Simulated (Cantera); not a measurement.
A closed system holds: 1 mol acetone, 1.2 mol H₂, equilibrated at 1173.15 K.

Cantera equilibrium calculation (NASA polynomials, part measured and part estimated; ideal gas, pure solids and liquids). Candidate condensed phases: C, C₆H₆, C₇H₈, C₈H₁₈, H₂O; 110 gas species. The feed counts by its element totals alone. The ideal-gas law is rough above about 30 bar. Rates play no part.

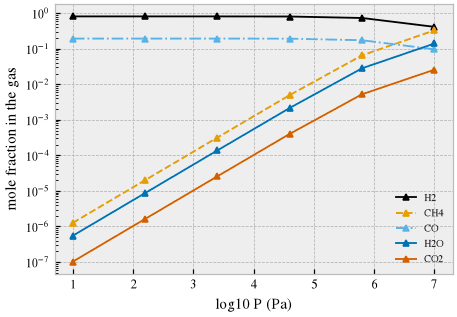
Equilibrium gas composition (values under 1e-9 drawn at 1e-9)

Question: Read off the mole fractions at 25.0 mbar.

Answer: H₂ about 0.81, CO about 0.19, CH₄ about 0.00032, H₂O about 0.00014, CO₂ about 2.6e-5.
